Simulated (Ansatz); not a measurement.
# Lattice dynamics of GaIr (Pm-3m)

The cell of GaIr (Pm-3m) is at rest. What are its phonons? After the zone centre comes a 4×4×4 q mesh on a 12×12×12 k mesh.

Calculated with Ansatz 0.2.0; DFT PBEsol, scalar-relativistic, plane waves, norm-conserving pseudopotentials.

### Step 1. The starting structure

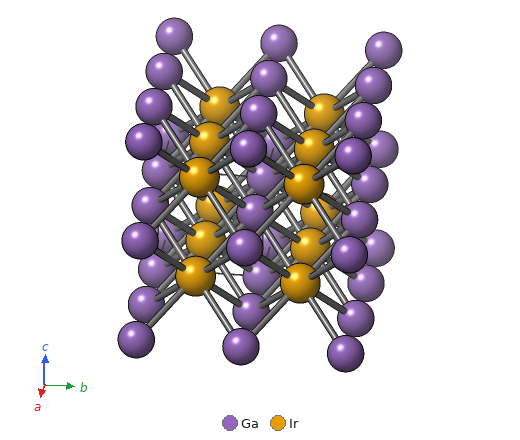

The starting structure, seen slightly off an axis (gallium purple, iridium orange). 3×2×2 cells are drawn. Some periodic images of atoms are drawn too.

### Step 2. Linear response at the zone centre

The cell comes from relaxations at this level that are not shown. The zone centre comes first: it holds the modes that light can see, as far as symmetry allows. No field response is asked, since the mesh shows no gap.

File input.yaml:

```yaml
crystal:
  lattice:
    - [3.0204357621, 0.0, 0.0]
    - [0.0, 3.0204357621, 0.0]
    - [0.0, 0.0, 3.0204357621]
  atoms:
    - { symbol: Ga, position: [0.0, 0.0, 0.0] }
    - { symbol: Ir, position: [0.5, 0.5, 0.5] }
kpoints:
  mp_grid: { grid: [12, 12, 12] }
hamiltonian:
  xc: pbesol
  pseudopotentials: { kind: nc }
scf:
  occupations: { method: methfessel_paxton, width: 0.15 }
output:
  eigenvalues: true
phonons:
  method: dfpt
```

Command:

```bash
ansatz run input.yaml --threads 4 --pin off --max-ram 7168MiB --backend cpu --events-out ev --progress --plain --runs-dir out
```

Numbers of over 12 decimals in the logs are rounded to 6 here.

The log of the run:

```text
Engine: ansatz 0.2.0, x86_64-unknown-linux-gnu
Pseudopotentials: kind: nc
Pseudopotential: Ga, nc, valence charge 13, recommended cutoff 1088.45545 eV (normal), Ga.nc.azcp (PseudoDojo's, or run here from an input of PseudoDojo's: the run reads no file of this project's for it)
Pseudopotential: Ir, nc, valence charge 17, recommended cutoff 925.187132 eV (normal), Ir.nc.azcp (PseudoDojo's, or run here from an input of PseudoDojo's: the run reads no file of this project's for it)
Functional definition: PBEsol
  exchange = pbesol_x
  correlation = pbesol_c
Crystal: 2 atoms, lattice volume = 27.556 Å³
Basis set: ecut = 1088.45545 eV, 2301 PW (Γ), exchange–correlation on 72×72×72 points (8 copies of the dense FFT grid, shifted against one another)
Bands: 19, of which v1, the nominal top of the filled ones, is band 15 counted from 1 (14 counted from 0)
Symmetry: 48 space group operations
k-points: 196 of 1728 (irreducible under 8 space group operations, time reversal used)
Non-local potential: Ga, projectors of the file, l = 0: 2, l = 1: 2, l = 2: 2
Non-local potential: Ir, projectors of the file, l = 0: 2, l = 1: 2, l = 2: 2, l = 3: 2
Initial density: superposition of atomic densities (chi_scale 0.1, normalization cell, long waves kept (reshape's long-wave potential 0.00 eV rms))
Initial wavefunctions: pseudopotential atomic-orbital guess
Functional: x = pbesol(κ = 0.804, μ = 0.123457), c = pbesol(β = 0.046)
SCF iter   1: F=—  HF=-5204.184175 eV  |F-HF|=—  |Δ(HF+E_count)|=         —  Δρ=4.71e-2  dr2=3.99e-1  ethr=3.10e-3  ⟨swp⟩=4.9  Hψ=15880  notcnv=0
preconditioner: auto → none  [metal: Δε(μ)=0.025 eV  Ē_g=14.376 eV  σ=0.150 eV  W_gap=0.14  n_scr=6 (ndim 8)  ℏωp=33.2 eV  f_vac=0.000  D(μ)=0.63/eV (n_scr^D=0)  sad-step TF]
SCF iter   2: F=—  HF=-5204.096741 eV  |F-HF|=—  |Δ(HF+E_count)|=   8.74e-2  S|Δr|=    0.00e0  Δρ=2.11e-2  dr2=5.86e-2  ethr=1.33e-3  ⟨swp⟩=1.9  Hψ=5836  notcnv=0
SCF iter   3: F=—  HF=-5204.089089 eV  |F-HF|=—  |Δ(HF+E_count)|=   7.65e-3  S|Δr|=    0.00e0  Δρ=1.05e-2  dr2=3.43e-2  ethr=1.95e-4  ⟨swp⟩=2.6  Hψ=6192  notcnv=0
SCF iter   4: F=—  HF=-5204.081419 eV  |F-HF|=—  |Δ(HF+E_count)|=   7.67e-3  S|Δr|=    0.00e0  Δρ=1.68e-3  dr2=1.98e-4  ethr=1.14e-4  ⟨swp⟩=2.0  Hψ=5208  notcnv=0
SCF iter   5: F=—  HF=-5204.081395 eV  |F-HF|=—  |Δ(HF+E_count)|=   2.48e-5  S|Δr|=    0.00e0  Δρ=3.65e-4  dr2=6.99e-6  ethr=6.59e-7  ⟨swp⟩=2.0  Hψ=5754  notcnv=0
SCF iter   6: F=—  HF=-5204.081403 eV  |F-HF|=—  |Δ(HF+E_count)|=   8.32e-6  S|Δr|=    0.00e0  Δρ=1.04e-4  dr2=5.67e-7  ethr=2.33e-8  ⟨swp⟩=2.0  Hψ=6658  notcnv=0
SCF iter   7: F=—  HF=-5204.081402 eV  |F-HF|=—  |Δ(HF+E_count)|=   8.57e-7  S|Δr|=    0.00e0  Δρ=9.03e-6  dr2=5.91e-9  ethr=1.89e-9  ⟨swp⟩=1.8  Hψ=4103  notcnv=0
SCF iter   8: F=—  HF=-5204.081402 eV  |F-HF|=—  |Δ(HF+E_count)|=  5.42e-10  S|Δr|=    0.00e0  Δρ=6.52e-7  dr2=6.58e-11  ethr=1.97e-11  ⟨swp⟩=2.0  Hψ=6584  notcnv=0
SCF iter   9: F=-5204.081402 eV  HF=-5204.081402 eV  |F-HF|=1.82e-12  |Δ(HF+E_count)|=  5.46e-12  S|Δr|=    0.00e0  Δρ=7.98e-8  dr2=4.19e-13  ethr=1.00e-12  ⟨swp⟩=6.0  Hψ=18608  notcnv=0
SCF 1 converged in 9 iterations: F = -5204.081402 eV  dr2 = 4.19e-13
DFPT response loops at Γ: preconditioner auto → Kerker (q_TF=auto, 2.767 Å⁻¹) (partly filled bands, converged f_vac=0.000); β = 1.00, the filter's whole step (`scf.mixing.beta` (0.50) is not read by the response loops under this deck's `scf.mixing.preconditioner`; to damp them name `kerker` or `kerker_dos`, under which they read `scf.mixing.beta`, and type it under 1.00, their step now; both keys bind the ground state too); Broyden in place of MSR1
SCF converged after 9 iterations
Stability not checked: this state was not tested for a lower state beside it, because cold or Methfessel-Paxton smearing, or corrected tetrahedra, fill the levels in a way that the test cannot read (fill_not_monotonic; see scf.lower_state_search)
Free energy (F): -5204.081402 eV
Harris-Foulkes:  -5204.081402 eV  (|F-HF|=1.82e-12)
Internal energy: -5204.084634 eV  (E = F + TS)
E sigma→0 (E₀):  -5204.082210 eV
Entropy (-TS):   0.003232 eV (1.616 meV/atom)
Fermi energy:    21.407474 eV
--- Per-component energies (eV) ---
  E_band       = -50.617763
  E_kinetic    = 2590.046084
  E_local      = -2679.620349  (includes V_loc(G=0)·N_el)
  E_nonlocal   = -874.926209
  E_hartree    = 853.241389
  E_xc         = -1150.328189
  E_vxc        = -792.600093  (∫ρ·V_xc dr)
  E_ewald      = -3942.497361
  E_smearing   = 0.003232  (= −TS)
  E_closure    = -0.000000  (closes the sum)
  Σ components = -5204.081402   (vs F -5204.081402, Δ=0.00e0)
--- Band table (eV; the first three rows and the last of 196) ---
  k-point 0: bands = [... 11 lower, 16.2081, 19.9227, 19.9227, 19.9227, 25.1419, 25.1419, 25.1419, 30.5750]
  k-point 1: bands = [... 11 lower, 16.2439, 19.6996, 19.6996, 19.9260, 24.3888, 25.5015, 25.5015, 31.1366]
  k-point 2: bands = [... 11 lower, 16.2871, 19.1872, 19.1872, 19.9354, 22.9915, 26.4258, 26.4258, 31.7960]
  k-point 195: bands = [... 11 lower, 14.7060, 19.6443, 21.2828, 21.2828, 24.8077, 24.8077, 24.8077, 27.6185]
--- Phonons (Γ-DFPT): 2 representative perturbations + reference, on 196 of 1728 k-points (Σ response iterations 6) ---
  k mesh reduced under 8 symmetry operations, with k and −k counted as one. Each operation leaves every solved perturbation unchanged. A smaller set is not used because it would not reduce the number of displacements times k-points to solve
  ASR residual: 2.115e-4 → 0.000e0 eV/Å²; symmetrization residual: 1.816e-5 eV/Å²
  ASR residual per site (eV/Å²): 4.57e-5 2.12e-4
  Γ frequencies (cm⁻¹): 0.00 0.00 0.00 177.34 177.34 177.34
  non-analytic LO–TO correction: not included (Born effective charges unavailable; polar crystals: no LO–TO splitting at Γ)
```

Wall time 31 s (4 threads of AMD EPYC 7R43, shared host); peak memory 1.3 GiB.

Numbers from this step:

| Item | Value |
| --- | --- |
| volume per atom | 13.78 Å³ |
| gap on the k-mesh | 0 eV |
| sum-rule residual before enforcement | 2.12e-4 eV/Å² |
| point group | m-3m |
| highest optical mode at the zone centre (no LO-TO term) | 177.3 cm⁻¹ |
| lowest optical zone-centre mode | 177.3 cm⁻¹ |

Patterns of degenerate modes are one choice out of their space. Modes at Γ, with each element's share of the kinetic energy:

```csv
mode,frequency (cm⁻¹),symmetry,Ga %,Ir %
1,0.0,acoustic,27,73
2,0.0,acoustic,27,73
3,0.0,acoustic,27,73
4,177.3,T1u,73,27
5,177.3,T1u,73,27
6,177.3,T1u,73,27
```

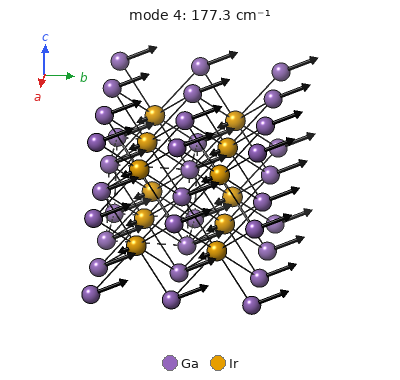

Displacement patterns of mode 4 at Γ; arrows are exaggerated. 3×2×2 cells are drawn. Some periodic images of atoms are drawn too.

Before it was imposed, the acoustic sum rule was missed by 2.1e-4 eV/Å². Small misses are needed for a sound result but don't prove that mesh and cutoff are converged. The lowest optical mode is real, 177 cm⁻¹.

### Step 3. Response at finite wavevector

Stability and thermal properties need the whole zone. Linear response on a 4×4×4 q mesh gives force constants as far as a supercell of that size would.

input.yaml, as its differences from that of step 2:

```diff
@@ -19 +19,8 @@
   method: dfpt
+  qmesh: [4, 4, 4]
+  temperatures: { t_max: 1000, t_step: 50 }
+  qpath:
+    path:
+      - [[0.0, 0.0, 0.0], [0.0, 0.5, 0.0], [0.5, 0.5, 0.0], [0.0, 0.0, 0.0], [0.5, 0.5, 0.5], [0.0, 0.5, 0.0]]
+      - [[0.5, 0.5, 0.5], [0.5, 0.5, 0.0]]
+    npoints: 10
```

The log of the run:

```text
[...]
Crystal: 2 atoms, lattice volume = 27.556 Å³
Basis set: ecut = 1088.45545 eV, 2301 PW (Γ), exchange–correlation on 72×72×72 points (8 copies of the dense FFT grid, shifted against one another)
Bands: 19, of which v1, the nominal top of the filled ones, is band 15 counted from 1 (14 counted from 0)
Symmetry: 48 space group operations
k-points: 84 of 1728
[...]
SCF iter   1: F=—  HF=-5204.184186 eV  |F-HF|=—  |Δ(HF+E_count)|=         —  Δρ=4.71e-2  dr2=3.99e-1  ethr=3.10e-3  ⟨swp⟩=4.9  Hψ=6838  notcnv=0
[...]
SCF iter   9: F=-5204.081402 eV  HF=-5204.081402 eV  |F-HF|=1.82e-12  |Δ(HF+E_count)|=  1.18e-11  S|Δr|=    0.00e0  Δρ=7.53e-8  dr2=3.30e-13  ethr=1.00e-12  ⟨swp⟩=6.0  Hψ=7795  notcnv=0
SCF 1 converged in 9 iterations: F = -5204.081402 eV  dr2 = 3.30e-13
[...]
iter 1 solved again at ethr=5.69e-8 eV; its pass at ethr=3.10e-3 eV (dr2=1.71e-5 eV) is discarded
SCF iter   1: F=—  HF=-5204.081407 eV  |F-HF|=—  |Δ(HF+E_count)|=         —  Δρ=1.21e-6  dr2=1.41e-10  ethr=5.69e-8  ⟨swp⟩=3.5  Hψ=11932  notcnv=0
eigensolver tolerance schedule: the retry pair's looser diagonalisation over-reported the residual by 121027.36 of it (diagonalisation noise at an unbounded share of the residual, at the tolerance the schedule requests for it); recorded, not acted on — ethr = c·dr2/N_el stays at c = 1.0e-1
[...]
SCF iter   2: F=—  HF=-5204.081402 eV  |F-HF|=—  |Δ(HF+E_count)|=   4.98e-6  S|Δr|=    0.00e0  Δρ=9.08e-7  dr2=8.93e-11  ethr=1.00e-12  ⟨swp⟩=4.0  Hψ=4445  notcnv=0
[...]
SCF iter   5: F=-5204.081402 eV  HF=-5204.081402 eV  |F-HF|=4.55e-12  |Δ(HF+E_count)|=  1.82e-12  S|Δr|=    0.00e0  Δρ=3.00e-7  dr2=8.36e-12  ethr=1.00e-12  ⟨swp⟩=2.0  Hψ=2657  notcnv=0
SCF 2 converged in 5 iterations: F = -5204.081402 eV  dr2 = 8.36e-12
phonons: the bands overlap, so this run is a metal and interpolates without the dipole-dipole term. If the crystal is really an insulator or semiconductor, its LO-TO splitting is missing
NSCF: frozen V_eff on 84 k-points
[...]
DFPT response loops at q = (0, 0, 0) (fractional): preconditioner auto → Kerker (q_TF=auto, 2.767 Å⁻¹) (partly filled bands, converged f_vac=0.000); β = 1.00, the filter's whole step (`scf.mixing.beta` (0.50) is not read by the response loops under this deck's `scf.mixing.preconditioner`; to damp them name `kerker` or `kerker_dos`, under which they read `scf.mixing.beta`, and type it under 1.00, their step now; both keys bind the ground state too); Broyden in place of MSR1
[...]
SCF converged after 9 iterations
[...]
Free energy (F): -5204.081402 eV
[...]
Internal energy: -5204.084634 eV  (E = F + TS)
E sigma→0 (E₀):  -5204.082210 eV
Entropy (-TS):   0.003232 eV (1.616 meV/atom)
Fermi energy:    21.407474 eV
[...]
--- Band table (eV; the first three rows and the last of 84) ---
  k-point 0: bands = [... 11 lower, 16.2081, 19.9227, 19.9227, 19.9227, 25.1419, 25.1419, 25.1419, 30.5750]
  k-point 1: bands = [... 11 lower, 16.2439, 19.6996, 19.6996, 19.9260, 24.3888, 25.5015, 25.5015, 31.1366]
  k-point 2: bands = [... 11 lower, 16.2871, 19.1872, 19.1872, 19.9354, 22.9915, 26.4258, 26.4258, 31.7960]
  k-point 83: bands = [... 11 lower, 14.7060, 19.6443, 21.2828, 21.2828, 24.8077, 24.8077, 24.8077, 27.6185]
--- Phonons (Γ-DFPT): 2 representative perturbations + reference (Σ response iterations 5) ---
  ASR residual: 1.754e-4 → 0.000e0 eV/Å²; symmetrization residual: 1.388e-5 eV/Å²
  ASR residual per site (eV/Å²): 5.91e-5 1.75e-4
  Γ frequencies (cm⁻¹): 0.00 0.00 0.00 177.34 177.34 177.34
--- Phonons (arbitrary-q DFPT): 10 irreducible q on the 4×4×4 mesh ---
  q = [0.0000, 0.0000, 0.0000] (star 1, of the zone-centre solve; hermiticity 4.69e-6, symmetrization 1.25e-14): 0.00 0.00 0.00 177.34 177.34 177.34
  q = [0.0000, 0.0000, 0.2500] (star 6, 4 solved perturbations in 1848 linear systems a pass and spin channel, the states on 588 of 1728 k-point pairs; hermiticity 5.97e-7, symmetrization 8.56e-13, the responses' own estimated error 1.7e-4 eV/Å²): 58.28 58.28 112.89 174.26 174.26 231.27
[...]
q = [0.0000, 0.2500, -0.5000] (star 12, 6 solved perturbations on 588 of 1728 k-point pairs; hermiticity 2.55e-7, symmetrization 3.40e-14, the responses' own estimated error 1.6e-4 eV/Å²): 92.63 96.38 123.67 159.60 209.17 232.64
[...]
sum rule: each row above includes the acoustic sum rule's correction from the zone centre's row sums; it moved no ω² by more than (0.50 cm⁻¹)²
  mesh force constants: q→R imaginary residual 2.93e-18; ASR residual 1.754e-4 → 0.000e0 eV/Å²; symmetrization residual 1.066e-14 eV/Å²
  interpolated dispersion: 62 rows × 6 modes
  density of states and harmonic sums: on the 20×20×20 q-mesh, interpolated from the force constants of a 4×4×4 supercell (no non-analytic term)
  largest difference from the sums on the solved wave vectors: F 1.23e-2 eV, S 1.63e-5 and C_V 4.01e-6 eV/K
  zero-point energy: 0.056324 eV/cell   skipped modes (ω ≤ 0): 3   left out of the sums: 6.25e-5 of the cell's modes: C_V's classical limit lies that fraction below 3 k_B per atom; for a crystal, a wire or a layer, F and S can be off by more, and a phonons.interpolated_qmesh denser along its periods is the remedy for the sampling
```

The job ended after 14 min (4 threads; peak memory 4.1 GiB).

Numbers from this step:

```yaml
sum_rule_residual_before_enforcement: 1.75e-4 eV/Å²
lowest_frequency_on_the_path: 0 cm⁻¹
highest_frequency_on_the_path_or_at_a_solved_wavevector: 261.7 cm⁻¹
mean_frequency: 151.4 cm⁻¹
debye_temperature_second_moment: 299 K
logarithmic_mean_frequency: 140.7 cm⁻¹
lowest_mode_on_the_q_mesh_acoustic_modes_at_gamma_apart: 58.28 cm⁻¹
zero_point_energy_per_atom: 28.16 meV
heat_capacity_at_300_k: 23.75 J/(mol atoms K)
vibrational_entropy_at_300_k: 35.36 J/(mol atoms K)
```

Frequencies (cm⁻¹) solved at each irreducible wavevector; negative means imaginary. Frequencies by wavevector, by row:

```
q in reciprocal lattice units  star  mode 1  mode 2  mode 3  mode 4  mode 5  mode 6
                        0 0 0     1       0       0       0   177.3   177.3   177.3
                     0 0 0.25     6    58.3    58.3   112.9   174.3   174.3   231.3
                     0 0 -0.5     3      87      87   160.5   169.9   169.9   261.7
                  0 0.25 0.25    12    73.3      83   125.9   166.8   205.5   218.3
                  0 0.25 -0.5    12    92.6    96.4   123.7   159.6   209.2   232.6
                  0 -0.5 -0.5     3   103.5   107.7   107.7   149.5   229.4   229.4
               0.25 0.25 0.25     8    98.6    98.6   121.5   197.4   197.4   204.5
               0.25 0.25 -0.5    12   106.3   110.8   113.8   190.9   202.1   222.6
               0.25 -0.5 -0.5     6   107.5   124.2   124.2     183   220.1   220.1
               -0.5 -0.5 -0.5     1   144.1   144.1   144.1   210.7   210.7   210.7
```

Interpolated from a 4×4×4 q mesh. The phonon branches at the labelled points (cm⁻¹):

```
    point  branch 1  branch 2  branch 3  branch 4  branch 5  branch 6
        Γ         0         0         0       177       177       177
        X        87        87       160       170       170       262
        M       104       108       108       150       229       229
        Γ         0         0         0       177       177       177
        R       144       144       144       211       211       211
        X        87        87       160       170       170       262
jump to R       144       144       144       211       211       211
        M       104       108       108       150       229       229
```

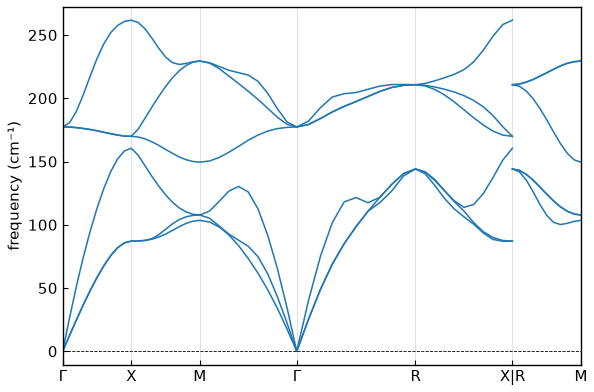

Phonon branches along the path.

The phonon density of states has structure finer than the step of the table below, so its rows give means over 20 cm⁻¹, whole bins alone (the curve runs from 2.5 to 262 cm⁻¹). Peaks (cm⁻¹: height): 97.5: 0.0548, 117.5: 0.0669, 177.5: 0.0447, 222.5: 0.0574.

Tetrahedra on a 20×20×20 mesh, mean over bins of 5 cm-1. Interpolated from a 4×4×4 q mesh. Table of phonon density of states by wavenumber; means over each step:

```
wavenumber (cm⁻¹)  phonon density of states (1/cm⁻¹/cell)
               20                                  5.6e-4
               40                                 0.00268
               60                                 0.00815
               80                                  0.0299
              100                                  0.0480
              120                                  0.0498
              140                                  0.0109
              160                                  0.0164
              180                                  0.0375
              200                                  0.0347
              220                                  0.0483
              240                                  0.0113
```

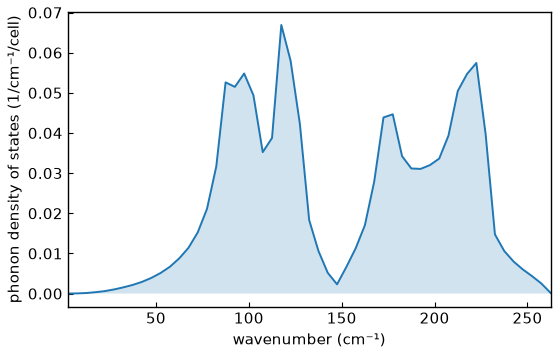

Phonon density of states, plotted against wavenumber.

(Continued in part 2 of 2.)

[Logs are printed without paths, hosts, clocks, repeated set-up lines and the standing remarks that a program may print on its own settings, such as how far it seeks lower states.]

[Hosts, paths, dates, database ids (printed as entryN), source tags and the programs' standing remarks are cut or masked in the printed files.]
